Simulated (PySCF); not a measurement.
Si(OMe)(NH2), SMILES O([Si]N)C (CH5NOSi) at its PBE0/def2-SVP optimised geometry (Å):

```
9

Si    -1.0118    -1.3967     0.0000
O     -1.3513     0.2444     0.0000
C     -0.5092     1.3579     0.0000
H      0.1417     1.3871    -0.8938
H     -1.1188     2.2751    -0.0004
H      0.1411     1.3875     0.8943
N      0.7171    -1.3967     0.0000
H      1.3513    -0.6028     0.0002
H      1.2258    -2.2751     0.0000
```

Calculation: PBE0/def2-TZVP run with PySCF 2.14.0. Cells within 0.4 Å of a nucleus heavier than hydrogen are left out (blank, or x).

Map of the log10 of the electron density (e/bohr³), floored at −4 on the plane z = 0.0 Å:

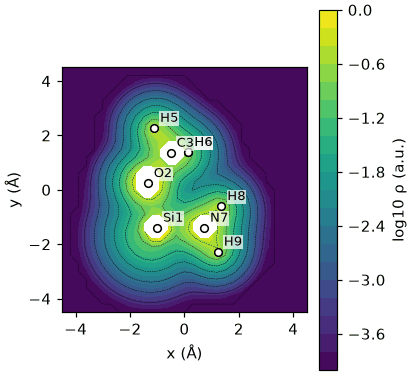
Figure. Log10 of the electron density (e/bohr³), floored at −4 on the plane z = 0.0 Å.
